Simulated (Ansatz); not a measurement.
# BH2O (SMILES [BH]O): levels of theory compared

Wanted: a comparison of 6 runs (UHF/STO-3G, U-r2SCAN0/STO-3G, UB2PLYP/STO-3G, UB3LYP/STO-3G, RPA@PBE/STO-3G, UCCSD(T)/STO-3G) of BH2O. 

Program for the calculation: Ansatz 0.2.0.

58 further runs of the same task are left out: 58 set aside as unsound or not needed.

### Step 1. The system as given

BH2O has 4 atoms, charge 0, and is taken as a doublet. SMILES: `[BH]O`. The H3–B1 distance was set to 3.002 Å, away from the relaxed value. At this shape a bond of the SMILES string is far longer than usual.

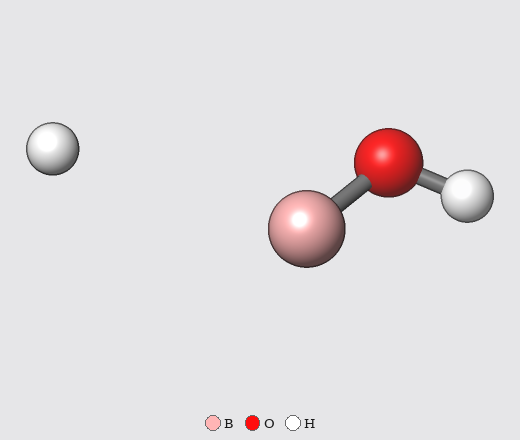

Viewed from a chosen angle; boron pink, oxygen red, hydrogen white.

### Step 2. The energy at UHF/STO-3G (run 1)

The input, input.yaml:

```yaml
crystal:
  periodic: [false, false, false]
  atoms:
    - symbol: B
      position_ang: [1.581092, 0.334872, 0.160294]
    - symbol: O
      position_ang: [1.706892, 1.364872, -0.676606]
    - symbol: H
      position_ang: [-1.064200, -1.032400, 0.540300]
    - symbol: H
      position_ang: [2.593292, 1.733572, -0.728306]
basis:
  gaussian: {orbitals: STO-3G}
magnetization: {spin_polarized: true, initial_magnetization: 1}
hamiltonian: {xc: hf}
accuracy: high
```

Command:

```sh
ansatz run input.yaml --threads 1 --pin off --max-ram 2610MiB --events-out events.jsonl --progress --plain --runs-dir runs
```

Output:

```text
Warning: RAYON_NUM_THREADS=1 ignored (pool sized by the plan → 1); use --threads N
Functional definition: HF
  name "HF"
  exchange = exact_x
  correlation = 0
187 factors; integrals over basis functions are off by at most 2.2e-8 eV
mean field evaluation 1: about -2696.1044 eV, gradient 1.3e1 eV
mean field evaluation 2: about -2696.1420 eV, gradient 1.4e1 eV
mean field evaluation 4: about -2698.7125 eV, gradient 1.7e0 eV
mean field evaluation 8: about -2698.7669 eV, gradient 1.3e-1 eV
mean field evaluation 16: about -2698.8010 eV, gradient 1.2e-2 eV
mean field evaluation 32: about -2698.7898 eV, gradient 1.7e-1 eV
mean field evaluation 64: about -2698.7262 eV, gradient 5.7e-1 eV
mean field evaluation 96: about -2697.1700 eV, gradient 6.7e-1 eV
mean field evaluation 128: about -2698.7579 eV, gradient 9.8e-6 eV
mean field -2698.80102382 eV, -99.1791083124 hartree, gradient 2.7e-8 eV, S^2 0.932313; 4 other end points of the search recorded, 0 dependent functions left out
reference -2698.80102382 eV, -99.1791083124 hartree; 8, 7 occupied and 4, 5 virtual orbitals, 187 factors
Total energy: -2698.80102382 eV, -99.1791083124 hartree
```

Run time: 0.08 s. Hardware: 1 thread of Arm Neoverse V2, shared host.

### Step 3. A single-point energy at U-r2SCAN0/STO-3G (run 2)

The input, in.yaml:

```yaml
crystal:
  periodic: [false, false, false]
  atoms:
    - symbol: B
      position_ang: [1.581092, 0.334872, 0.160294]
    - symbol: O
      position_ang: [1.706892, 1.364872, -0.676606]
    - symbol: H
      position_ang: [-1.064200, -1.032400, 0.540300]
    - symbol: H
      position_ang: [2.593292, 1.733572, -0.728306]
basis:
  gaussian:
    orbitals: STO-3G
accuracy: high
hamiltonian:
  xc: {name: r2SCAN0}
magnetization:
  spin_polarized: true
  initial_magnetization: 1
```

Command:

```sh
ansatz run in.yaml --threads 1 --pin off --max-ram 2610MiB --events-out events.jsonl --progress --plain --runs-dir runs
```

Output:

```text
Warning: RAYON_NUM_THREADS=1 ignored (pool sized by the plan → 1); use --threads N
Functional definition: r2SCAN0
  name "r2SCAN0"
  parameter a = 0.25
  parameter k0 = 0.174
  parameter k1 = 0.065
  parameter a1 = 4.9479
  exchange = (1 - a)*r2scan_x(k0 = k0, k1 = k1, a1 = a1) + a*exact_x
  correlation = r2scan_c
187 factors; integrals over basis functions are off by at most 2.2e-8 eV
mean field evaluation 1: about -2708.5872 eV, gradient 1.0e1 eV
mean field evaluation 2: about -2710.0682 eV, gradient 9.8e0 eV
mean field evaluation 4: about -2711.0723 eV, gradient 9.4e-1 eV
mean field evaluation 8: about -2711.0713 eV, gradient 9.7e-2 eV
mean field evaluation 16: about -2711.0776 eV, gradient 3.8e-4 eV
mean field evaluation 32: about -2711.0776 eV, gradient 2.5e-8 eV
mean field -2711.07761084 eV, -99.6302645640 hartree, gradient 2.5e-8 eV, S^2 0.812092; 4 other end points of the search recorded, 0 dependent functions left out
reference -2711.07761156 eV, -99.6302645903 hartree; 8, 7 occupied and 4, 5 virtual orbitals, 187 factors
Total energy: -2711.07761156 eV, -99.6302645903 hartree
```

Run time: 3.3 s. Hardware: 1 thread of Arm Neoverse V2, shared host; peak memory 0.17 GiB.

Runs 3 to 4 aren't shown in full; the table further down has their settings and results.

### Step 4. The energy at RPA@PBE/STO-3G (run 5)

The input, in.yaml:

```yaml
crystal:
  periodic: [false, false, false]
  atoms:
    - {symbol: B, position_ang: [1.581092, 0.334872, 0.160294]}
    - {symbol: O, position_ang: [1.706892, 1.364872, -0.676606]}
    - {symbol: H, position_ang: [-1.064200, -1.032400, 0.540300]}
    - {symbol: H, position_ang: [2.593292, 1.733572, -0.728306]}
basis:
  gaussian: {orbitals: STO-3G}
hamiltonian: {xc: pbe}
accuracy: high
magnetization: {spin_polarized: true, initial_magnetization: 1}
correlation: {method: rpa, frozen_orbitals: {B: 1, H: 0, O: 1}}
```

Command:

```sh
ansatz run in.yaml --threads 1 --pin off --max-ram 2610MiB --events-out events.jsonl --progress --plain --runs-dir runs
```

Output, cut to the lines that bear on the results:

```text
Warning: RAYON_NUM_THREADS=1 ignored (pool sized by the plan → 1); use --threads N
Functional definition: PBE
  name "PBE"
[...]
187 factors; integrals over basis functions are off by at most 2.2e-8 eV
[...]
mean field -2709.04956619 eV, -99.5557352977 hartree, gradient 1.4e-8 eV, S^2 0.756041; 3 other end points of the search recorded, 0 dependent functions left out
2 core orbitals not correlated: weight in the atoms' cores, before any rotation towards them, 1.000 or more for the frozen orbitals, at most 0.000 for the correlated occupied ones
reference -2698.31451303 eV, -99.1612293704 hartree; 6, 5 occupied and 4, 5 virtual orbitals, 187 factors
Total energy: -2703.18718533 eV, -99.3402967747 hartree
```

It took 1.2 s on 1 thread of Arm Neoverse V2, shared host; peak memory 0.11 GiB.

### Step 5. The energy at UCCSD(T)/STO-3G (run 6)

The input, run.yaml:

```yaml
crystal:
  periodic: [false, false, false]
  atoms:
    - symbol: B
      position_ang: [1.581092, 0.334872, 0.160294]
    - symbol: O
      position_ang: [1.706892, 1.364872, -0.676606]
    - symbol: H
      position_ang: [-1.064200, -1.032400, 0.540300]
    - symbol: H
      position_ang: [2.593292, 1.733572, -0.728306]
basis:
  gaussian: {orbitals: STO-3G}
magnetization: {spin_polarized: true, initial_magnetization: 1}
correlation: {method: ccsd_t, frozen_orbitals: {B: 1, H: 0, O: 1}}
accuracy: high
scf: {omitted_lower_state_checks: [cluster_reference, increment]}
```

Command:

```sh
ansatz run run.yaml --threads 1 --pin off --max-ram 2610MiB --events-out events.jsonl --progress --plain --runs-dir runs
```

Output:

```text
Warning: RAYON_NUM_THREADS=1 ignored (pool sized by the plan → 1); use --threads N
[... 14 lines left out ...]
2 core orbitals not correlated: weight in the atoms' cores, before any rotation towards them, 1.000 or more for the frozen orbitals, at most 0.000 for the correlated occupied ones
[... 30 lines left out ...]
Total energy: -2701.60411336 eV, -99.2821199530 hartree
Checks for a lower state left out: cluster_reference, increment
```

Run time: 0.16 s. Hardware: 1 thread of Arm Neoverse V2, shared host.

### Step 6. Overview of the runs

| run | level | frozen core orbitals | energy (Eh) | ⟨S²⟩ | wall time |
| --- | --- | --- | --- | --- | --- |
| 1 | UHF/STO-3G | – | -99.179108 | 0.932 | 0.08 s |
| 2 | U-r2SCAN0/STO-3G | – | -99.630265 | 0.812 | 3.3 s |
| 3 | UB2PLYP/STO-3G | 2 | -99.543937 | 0.774 | 1.3 s |
| 4 | UB3LYP/STO-3G | – | -99.683524 | 0.758 | 0.98 s |
| 5 | RPA@PBE/STO-3G | 2 | -99.340297 | 0.756 | 1.2 s |
| 6 | UCCSD(T)/STO-3G | 2 | -99.282120 | 0.932 | 0.16 s |

### Step 7. Outcome

```
                                          quantity         value
                               run 6: total energy  -99.28212 Eh
run 6: correlation energy (2 core orbitals frozen)    -103.0 mEh
                             run 6: (T) correction     -4.67 mEh
          run 6: ⟨S²⟩ of the reference determinant         0.932
                              run 6: T1 diagnostic         0.056
```

**Reading.** Totals of different functionals can't be ranked against each other. In runs 1, 2, 3, 4, 5, 6 the basis is minimal, so the values are rough. Spin contamination of the reference: run 1 ⟨S²⟩ = 0.93, run 6 ⟨S²⟩ = 0.93. All runs together took 7 s, the longest 3.3 s.
